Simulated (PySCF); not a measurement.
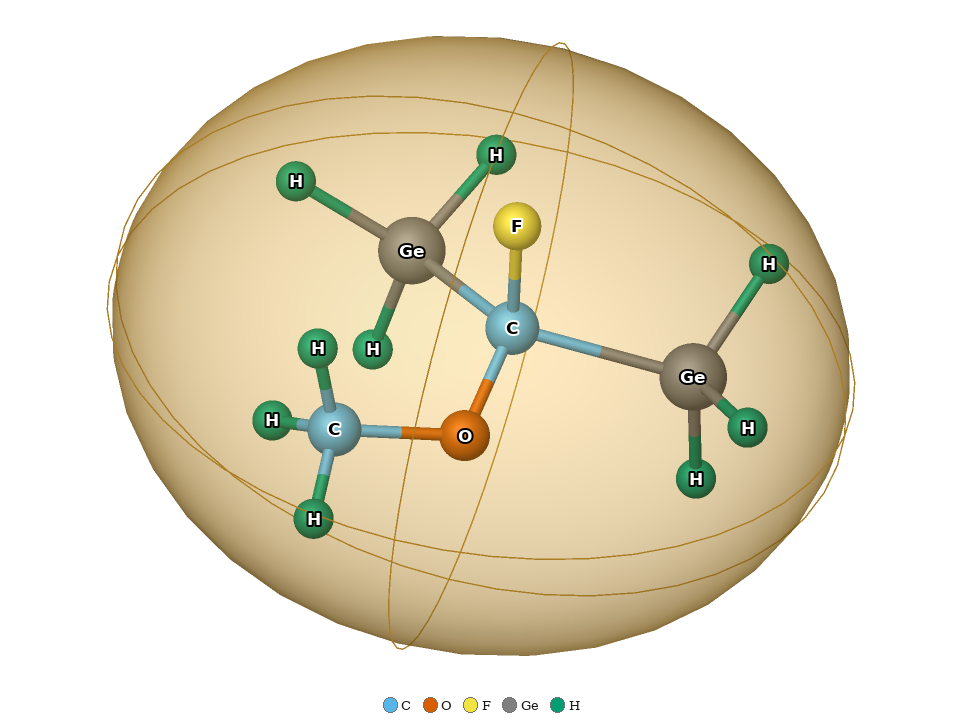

The ellipsoid shows the static dipole polarisability: its half-axes are proportional to the principal values. Computed geometry: GFN2-xTB optimisation. No frequency run is at hand to confirm it as a minimum. Method: ωB97X-D/def2-SVPD (PySCF 2.14.0).

**Give the principal values, the mean and the anisotropy.**

Principal values 79.2, 92.4, 101.6 bohr³; mean 91.1 bohr³ (13.49 Å³); anisotropy 19.5 bohr³, so the longest axis is 1.28 times the shortest.

The geometry is semi-empirical. Around Ge such bond lengths and angles can be off by a tenth of an ångström or more and by several degrees, and values that hang on the shape move with them.
